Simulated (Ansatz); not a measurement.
System: H2InO (charge +1).

```xyz
4

In    1.2201   -0.9289   -0.4965
O    -0.5690    0.7522   -0.6505
H    -0.5103    1.6961   -0.4258
H    -1.4836    0.6124   -0.9486
```

Geometry: B3LYP-D3(BJ)/def2-SVP; core potentials replace the inner electrons of In.

Level of theory: isolated molecule in a Gaussian basis; Kohn-Sham density functional theory, functional PBE0 (Ansatz).

Q: Predict the electron density and electron localisation function between the atoms.

A: In–O (2.46 Å): ρ at the midpoint is about 0.26 e/Å³; the ELF is about 0.10 at the midpoint.
O–H (0.97 Å): the density is about 3.8 e/Å³ at the midpoint; the ELF climbs to about 1 towards the hydrogen, as it does in any bond to H (a covalent bond by its length).

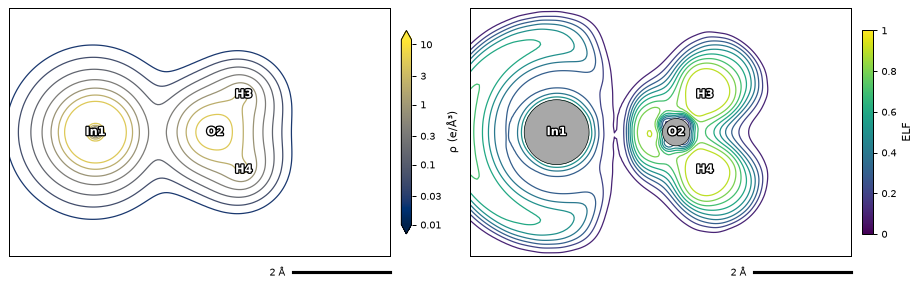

Computed electron density and electron localisation function on the molecular plane, in this order. Grey discs cover the atomic cores in the ELF map. 
